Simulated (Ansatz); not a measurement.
# BrClH2OSn: the cost of one run

Program: the Python package of Ansatz 0.2.0. Level of theory: B3LYP/def2-SVP. These are calculated values, not measurements.

## (1) The system

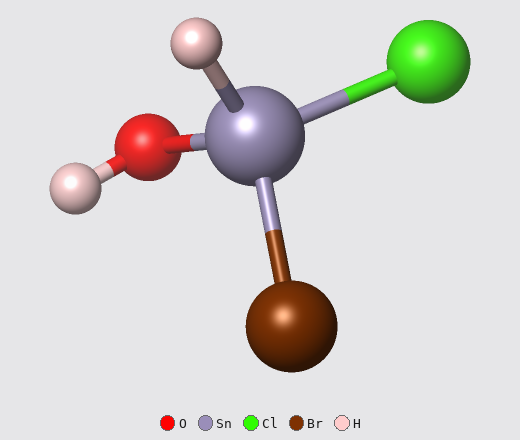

The structure that the script starts from, seen from a chosen angle (oxygen red, tin purple, chlorine green, bromine brown, hydrogen pink).

The script reads brclh2osn.xyz:

```xyz
6

O     0.47770    0.91680   -1.26200
Sn    0.10080   -0.20630    0.29420
Cl    1.71260   -1.88930    0.35850
Br   -2.10150   -1.24540    0.09540
H    -0.32860    1.58950   -1.28920
H     0.18110    0.77070    1.75690
```

## (2) The code

The input, run_scan.py:

```python
"""Stretching a bond of BrClH2OSn, the rest held rigid."""

from dataclasses import dataclass
import warnings

import ansatz as az
import matplotlib.pyplot as plt
import numpy as np


@dataclass(frozen=True)
class Settings:
    basis_set: str = "def2-SVP"
    functional: str = "b3lyp"


opts = Settings()

warnings.simplefilter("ignore", az.DeckWarning)

molecule = az.Crystal.molecule_from_extxyz("brclh2osn.xyz")

symbols = [site.symbol for site in molecule.cartesian_sites]
start = np.array([site.position_ang for site in molecule.cartesian_sites])
axis = (start[0] - start[1]) / np.linalg.norm(start[0] - start[1])
moving = [0, 4]
lengths, energies = [1.721, 1.799, 1.878, 1.956, 2.034, 2.112, 2.19, 2.308], []
for length in lengths:
    xyz = start.copy()
    xyz[moving] += (length - np.linalg.norm(start[0] - start[1])) * axis
    point = az.Crystal.molecule()
    for symbol, xyz in zip(symbols, xyz):
        point = point.atom(symbol, xyz.tolist())
    calculation = point.calculation().basis(gaussian=opts.basis_set).functional(opts.functional).accuracy("high")
    summary = calculation.run(threads=1).report
    energies.append(summary["free_energy_ev"])
    print(f"r = {length:6.3f} A  E = {energies[-1]:.5f} eV  <S^2> = {abs(summary['mean_field']['state']['spin_squared']):.3f}")

# quartic fit about the minimum
fit = np.polynomial.Polynomial.fit(lengths, np.array(energies) - min(energies), 4).convert()
roots = [r.real for r in fit.deriv().roots() if abs(r.imag) < 1e-9 and fit.deriv(2)(r.real) > 0]
r_e = min(roots, key=lambda r: abs(r - lengths[int(np.argmin(energies))]))
print(f"minimum of the fit at {r_e:.4f} A, force constant {fit.deriv(2)(r_e):.2f} eV/A^2")
plt.figure(figsize=(4.5, 3))
plt.plot(lengths, np.array(energies) - min(energies), "o-")
plt.xlabel("bond length (A)")
plt.ylabel("E - E(min) (eV)")
plt.tight_layout()
plt.savefig("scan.png", dpi=100)
```

## (3) The input behind the calls

The engine receives this input (first run):

```yaml
crystal:
  periodic: [false, false, false]
  atoms:
    - { symbol: O, position_ang: [0.43245143719467133, 0.7819667262226992, -1.075171097273408] }
    - { symbol: Sn, position_ang: [0.1008, -0.2063, 0.2942] }
    - { symbol: Cl, position_ang: [1.7126, -1.8893, 0.3585] }
    - { symbol: Br, position_ang: [-2.1015, -1.2454, 0.0954] }
    - { symbol: H, position_ang: [-0.3738485628053287, 1.454666726222699, -1.102371097273408] }
    - { symbol: H, position_ang: [0.1811, 0.7707, 1.7569] }
accuracy: high
basis:
  gaussian:
    orbitals: def2-SVP
hamiltonian:
  xc: b3lyp
```

## (4) Launch

On the command line:

```sh
$ python run_scan.py
```

What time and memory should one allow on 1 thread of Intel Xeon Platinum 8488C (Sapphire Rapids), shared host?

About 75 s, with a peak of 0.53 GiB.
